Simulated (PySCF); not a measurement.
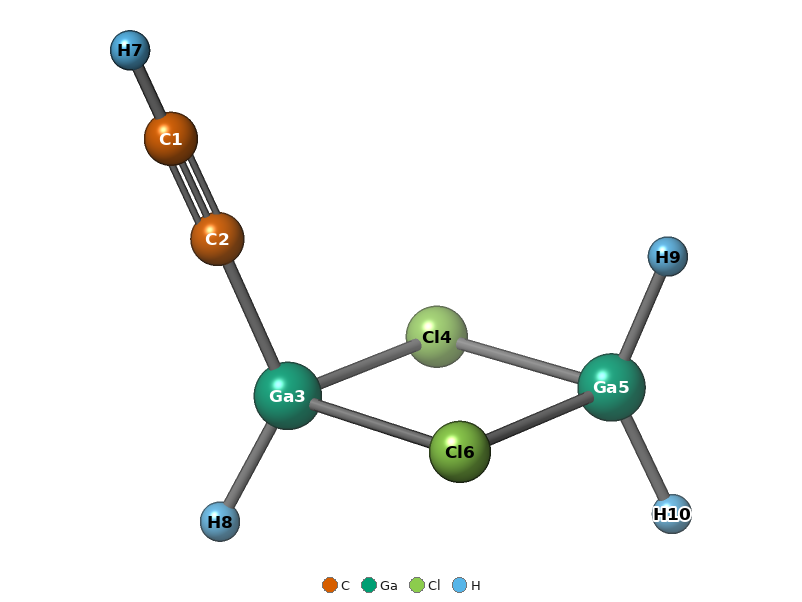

Atoms fade into the background with distance from the viewer. Computed geometry: PBE0-D3(BJ)/def2-SVP optimisation. No frequency run is at hand to confirm it as a minimum.

### What is the conformation of the ring Ga3–Cl4–Ga5–Cl6?

It is planar. The Cremer–Pople amplitude Q is 0.03 Å.

### Give the torsion angles round the ring, beginning with the bond from its second to its third atom.

1°, −1°, 1°, −1°.
